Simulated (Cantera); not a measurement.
Input: 1 mol TiCl₄, 0.44 mol C₃H₈, 260 mol H₂, held at 0.100 bar.

Cantera equilibrium calculation (NASA polynomials, part measured and part estimated; ideal gas, pure solids and liquids). Candidate condensed phases: C, C₆H₆, C₇H₈, C₈H₁₈, Ti, TiC, TiCl₂, TiCl₃, TiCl₄; 96 gas species. TiC: taken at fixed stoichiometry. Equilibrium is a limit: real reactors are often held back by kinetics, nucleation or transport.

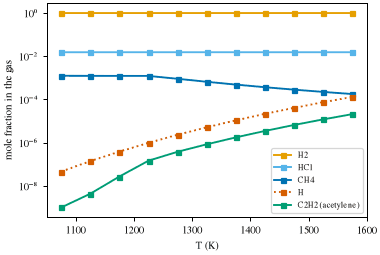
*Equilibrium gas composition (values under 1e-9 drawn at 1e-9)*

From 1075 K to 1225 K the condensed part is TiC(s). From 1275 K to 1575 K the condensed part is C(graphite) + TiC(s). The main Ti-bearing gas is TiCl₃ throughout.
